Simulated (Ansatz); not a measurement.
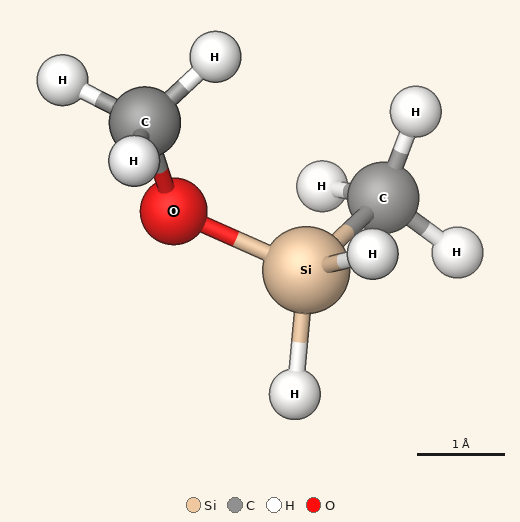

The input geometry (ball-and-stick view, seen at a tilt). Bond lengths as drawn: C–H 1.11 Å, C–O 1.42 Å, C–Si 1.87 Å, H–Si 1.46 Å and O–Si 1.68 Å.

## C$_{2}$H$_{8}$OSi: geometry relaxation (part 1 of 2)

System: C$_{2}$H$_{8}$OSi.
Method: RKS PBE0/6-31G (Ansatz 0.2.0).

It belongs to a series of runs on one base structure; here: start relaxed.

**The program's output**
```
The last accepted step is kept in [file] (removed where the run ends without a failure and the disk answers)
Engine: ansatz 0.2.0, aarch64-unknown-linux-gnu
Functional definition: PBE0
  parameter a = 0.25
  parameter kappa = 0.804
  parameter beta = 0.06672455060314922
  exchange = (1 - a)*pbe_x(kappa = kappa, mu = beta*pi^2/3) + a*exact_x
  correlation = pbe_c(beta = beta)
790 factors; integrals over basis functions are off by at most 1.7e-4 eV
mean field evaluation 1: about -12112.5661 eV, gradient 5.3e1 eV
mean field evaluation 2: about -12107.4085 eV, gradient 7.3e1 eV
mean field evaluation 4: about -12118.5109 eV, gradient 2.3e0 eV
mean field evaluation 8: about -12118.5665 eV, gradient 8.1e-2 eV
mean field -12118.56650665 eV, -445.3491048602 hartree, gradient 6.4e-5 eV, S^2 0.000000; 0 other end points of the search recorded, 0 dependent functions left out
the calculation of the forces begins
reference -12118.56652855 eV, -445.3491056647 hartree; 21, 21 occupied and 35, 35 virtual orbitals, 790 factors
relax step   1: F+E_penalty+E_count = -12118.56650665 eV  Δ(F+E_penalty+E_count) = +0.000e0 eV  max|allowed force component| = 1.342e0 eV/Å  Δτ_max = 0.0000 Å  (24 SCF iters, accepted)
these checks for a lower state are left out or cut short: starts, cluster_reference, orbital_swaps, neighbouring_geometries, increment
790 factors; integrals over basis functions are off by at most 1.7e-4 eV
mean field evaluation 16: about -12118.6602 eV, gradient 2.2e-2 eV
mean field -12118.70207507 eV, -445.3540869075 hartree, gradient 1.9e-5 eV, S^2 0.000000; 0 other end points of the search recorded, 0 dependent functions left out
[... from here on the field's lines of each further geometry are left out, up to the last ...]
relax step   2: F+E_penalty+E_count = -12118.70207507 eV  Δ(F+E_penalty+E_count) = -1.356e-1 eV  max|allowed force component| = 6.546e-1 eV/Å  Δτ_max = 0.0926 Å  (27 SCF iters, accepted)
relax step   3: F+E_penalty+E_count = -12118.72618995 eV  Δ(F+E_penalty+E_count) = -2.411e-2 eV  max|allowed force component| = 1.326e-1 eV/Å  Δτ_max = 0.0518 Å  (27 SCF iters, accepted)
relax step   4: F+E_penalty+E_count = -12118.73057088 eV  Δ(F+E_penalty+E_count) = -4.381e-3 eV  max|allowed force component| = 6.248e-2 eV/Å  Δτ_max = 0.0475 Å  (27 SCF iters, accepted)
relax step   5: F+E_penalty+E_count = -12118.73055656 eV  Δ(F+E_penalty+E_count) = +1.432e-5 eV  max|allowed force component| = 3.638e-1 eV/Å  Δτ_max = 0.1834 Å  (27 SCF iters, rejected (line search))
relax step   6: F+E_penalty+E_count = -12118.73649636 eV  Δ(F+E_penalty+E_count) = -5.925e-3 eV  max|allowed force component| = 5.158e-2 eV/Å  Δτ_max = 0.0909 Å  (27 SCF iters, accepted)
relax step   7: F+E_penalty+E_count = -12118.74150051 eV  Δ(F+E_penalty+E_count) = -5.004e-3 eV  max|allowed force component| = 1.253e-1 eV/Å  Δτ_max = 0.0975 Å  (28 SCF iters, accepted)
relax step   8: F+E_penalty+E_count = -12118.74345588 eV  Δ(F+E_penalty+E_count) = -1.955e-3 eV  max|allowed force component| = 3.118e-1 eV/Å  Δτ_max = 0.1480 Å  (27 SCF iters, accepted)
relax step   9: F+E_penalty+E_count = -12118.75861093 eV  Δ(F+E_penalty+E_count) = -1.516e-2 eV  max|allowed force component| = 3.423e-2 eV/Å  Δτ_max = 0.1947 Å  (26 SCF iters, accepted)
relax step  10: F+E_penalty+E_count = -12118.75937149 eV  Δ(F+E_penalty+E_count) = -7.606e-4 eV  max|allowed force component| = 1.539e-1 eV/Å  Δτ_max = 0.1220 Å  (27 SCF iters, accepted)
relax step  11: F+E_penalty+E_count = -12118.76180572 eV  Δ(F+E_penalty+E_count) = -2.434e-3 eV  max|allowed force component| = 1.310e-1 eV/Å  Δτ_max = 0.0654 Å  (27 SCF iters, accepted)
relax step  12: F+E_penalty+E_count = -12118.76288381 eV  Δ(F+E_penalty+E_count) = -1.078e-3 eV  max|allowed force component| = 3.481e-2 eV/Å  Δτ_max = 0.0379 Å  (27 SCF iters, accepted)
relax step  13: F+E_penalty+E_count = -12118.76249232 eV  Δ(F+E_penalty+E_count) = +3.915e-4 eV  max|allowed force component| = 6.689e-2 eV/Å  Δτ_max = 0.0251 Å  (28 SCF iters, rejected (line search))
the calculation of the forces begins
reference -12118.76315533 eV, -445.3563315658 hartree; 21, 21 occupied and 35, 35 virtual orbitals, 790 factors
relax step  14: F+E_penalty+E_count = -12118.76313303 eV  Δ(F+E_penalty+E_count) = -2.492e-4 eV  max|allowed force component| = 6.001e-3 eV/Å  Δτ_max = 0.0122 Å  (22 SCF iters, accepted)
```

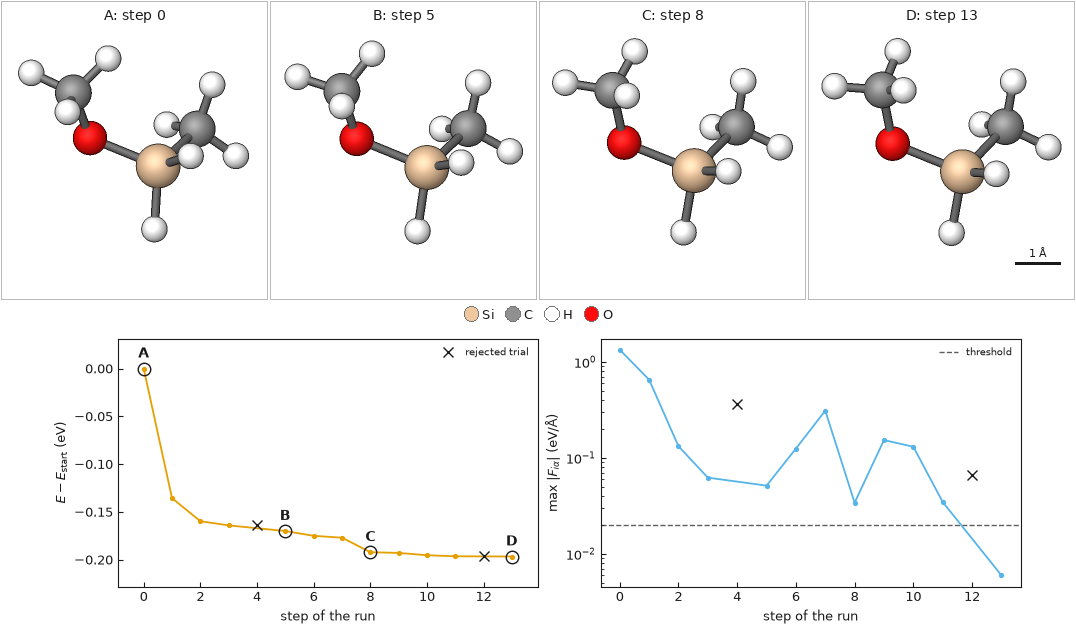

Frames of the relaxation (ball-and-stick view, seen at a tilt) above the curves, on which the letters mark them (the first geometry is step 0 here and step 1 in the log).

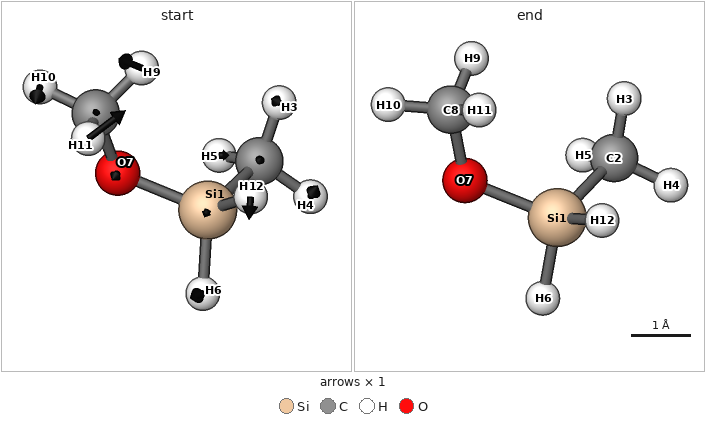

Before (left) and after (right) the relaxation, at one scale (ball-and-stick view, seen at a tilt). The black arrows give the displacements, at true length. Over 13 geometry steps the energy falls by 0.197 eV. The largest force component goes from 1.3 to 0.006 eV/Å. The line search rejected the trial steps at points 4, 12 (counted from 0) and went back. The atom that moves furthest after the best rigid fit is H11 (0.82 Å). By element the largest moves are H 0.82 Å, O 0.21 Å, Si 0.15 Å, C 0.13 Å. Among the contacts that change: Si1–O7 1.679 → 1.736 Å, Si1–H12 1.459 → 1.514 Å, Si1–H6 1.460 → 1.498 Å, Si1–C2 1.870 → 1.901 Å. Among the angles that change: H6–Si1–O7 109.5° → 104.3°, C2–Si1–O7 109.5° → 112.9°, O7–C8–H9 109.5° → 111.8°. (Atoms are counted from 1 in the order of the input.)

```
790 factors; integrals over basis functions are off by at most 1.6e-4 eV
mean field -12118.76313303 eV, -445.3563307461 hartree, gradient 2.5e-5 eV, S^2 0.000000; 1 other end points of the search recorded, 0 dependent functions left out
the calculation of the forces begins
reference -12118.76315533 eV, -445.3563315658 hartree; 21, 21 occupied and 35, 35 virtual orbitals, 790 factors
Total energy: -12118.76315533 eV, -445.3563315658 hartree
Atom 0 at     0.125070     0.054323    -0.060917 Å, force    -0.004308     0.001449    -0.003262 eV/Å
Atom 1 at    -0.102463    -0.077916     1.821639 Å, force    -0.003071     0.003102    -0.000018 eV/Å
Atom 2 at    -1.147862    -0.259314     2.091002 Å, force     0.003712     0.000744    -0.001858 eV/Å
Atom 3 at     0.497052    -0.909612     2.208605 Å, force     0.000609    -0.001972     0.000092 eV/Å
Atom 4 at     0.226201     0.842132     2.314179 Å, force    -0.001184    -0.001178     0.001168 eV/Å
Atom 5 at     1.556353     0.327463    -0.408340 Å, force     0.000043     0.000418     0.001993 eV/Å
Atom 6 at    -0.747293     1.385137    -0.755013 Å, force     0.002048    -0.001864    -0.001252 eV/Å
Atom 7 at    -2.177178     1.420537    -0.873640 Å, force    -0.004476    -0.000097     0.004234 eV/Å
Atom 8 at    -2.666564     1.484388     0.107877 Å, force     0.003965     0.000327    -0.006001 eV/Å
Atom 9 at    -2.432871     2.312655    -1.448486 Å, force     0.001106    -0.003986     0.001864 eV/Å
Atom 10 at    -2.564660     0.537823    -1.402003 Å, force    -0.000974     0.004052     0.002483 eV/Å
Atom 11 at    -0.337485    -1.230715    -0.714003 Å, force     0.002532    -0.000994     0.000555 eV/Å
Dipole moment:    -0.223337    -0.246092     0.257939 e Å
```

**Trajectory as extended XYZ (Å, eV, eV/Å), 14 frames, from step=1 to step=14**
```
12
Properties=species:S:1:pos:R:3:forces:R:3 step=1 energy=-12118.56651
Si    0.0000    0.0000    0.0000    0.5667  -0.3668   0.7563
C     0.0000    0.0000    1.8700   -0.0399  -0.0891   0.7046
H    -0.9996   -0.3092    2.2405    0.5327   0.1924   0.0424
H     0.7676   -0.7111    2.2405   -0.4018   0.3399   0.0080
H     0.2320    1.0203    2.2405   -0.1063  -0.5472  -0.0624
H     1.3768    0.0000   -0.4862    0.7151   0.1075  -0.3697
O    -0.7913    1.3709   -0.5594   -0.1883   1.3417  -0.5330
C    -2.1512    1.4177   -0.9653   -0.5217  -0.0656  -0.1446
H    -2.7687    0.8215   -0.2614   -0.1232   0.2987  -0.3939
H    -2.5023    2.4707   -0.9639    0.2452  -0.5783   0.0129
H    -2.2473    0.9975   -1.9882   -0.1938   0.2058   0.3765
H    -0.6877   -1.1914   -0.4862   -0.4846  -0.8390  -0.3970
12
Properties=species:S:1:pos:R:3:forces:R:3 step=2 energy=-12118.70207
Si    0.0174    0.0039    0.0093    0.2732  -0.4945   0.3391
C     0.0152   -0.0180    1.8988   -0.0082  -0.0076   0.3792
H    -0.9706   -0.2886    2.3033    0.1259   0.0521  -0.0952
H     0.7488   -0.7390    2.2869   -0.0787   0.0657  -0.0825
H     0.2772    0.9752    2.2878   -0.0058  -0.1078  -0.0515
H     1.4114    0.0461   -0.5165    0.1724   0.0869  -0.0656
O    -0.8030    1.3730   -0.5828   -0.3041   0.6546  -0.3083
C    -2.1726    1.4181   -0.9894   -0.3033   0.0349  -0.0430
H    -2.8382    0.8675   -0.3017    0.1052   0.0788  -0.0966
H    -2.4899    2.4676   -1.0027    0.0980  -0.1228   0.0116
H    -2.3020    1.0044   -2.0014    0.0399   0.0196   0.1176
H    -0.6655   -1.2232   -0.5107   -0.1147  -0.2601  -0.1048
12
Properties=species:S:1:pos:R:3:forces:R:3 step=3 energy=-12118.72619
Si    0.0175   -0.0019    0.0175    0.1041  -0.1326  -0.0083
C     0.0228   -0.0264    1.9141   -0.0419   0.0055   0.0823
H    -0.9674   -0.2681    2.3128   -0.0027   0.0088   0.0019
H     0.7332   -0.7726    2.2874   -0.0052  -0.0126  -0.0347
H     0.3180    0.9524    2.3065    0.0095  -0.0170  -0.0328
H     1.4248    0.0942   -0.5027   -0.0507   0.0151   0.0048
O    -0.8172    1.3794   -0.5987    0.0131   0.1163  -0.0320
C    -2.1902    1.4250   -1.0006   -0.0993  -0.0384  -0.0011
H    -2.8568    0.9017   -0.3001    0.0175   0.0200   0.0038
H    -2.4876    2.4750   -1.0389    0.0143   0.0083  -0.0087
H    -2.3240    0.9851   -1.9970    0.0056  -0.0052   0.0009
H    -0.6447   -1.2570   -0.5193    0.0355   0.0318   0.0239
12
Properties=species:S:1:pos:R:3:forces:R:3 step=4 energy=-12118.73057
Si    0.0285    0.0051    0.0160   -0.0296  -0.0099  -0.0550
C     0.0148   -0.0312    1.9145    0.0010   0.0115  -0.0019
H    -0.9848   -0.2426    2.3069    0.0084   0.0085  -0.0106
H     0.6997   -0.8052    2.2791   -0.0126  -0.0027  -0.0038
H     0.3434    0.9346    2.3111    0.0041  -0.0135   0.0043
H     1.4343    0.1247   -0.5009   -0.0340   0.0085   0.0293
O    -0.8163    1.3849   -0.6102    0.0625  -0.0143   0.0221
C    -2.1957    1.4227   -0.9965   -0.0367  -0.0274  -0.0019
H    -2.8560    0.9303   -0.2686    0.0140   0.0182   0.0030
H    -2.4841    2.4736   -1.0693    0.0005  -0.0056  -0.0101
H    -2.3433    0.9481   -1.9754   -0.0037  -0.0030   0.0178
H    -0.6122   -1.2580   -0.5258    0.0261   0.0298   0.0067
```
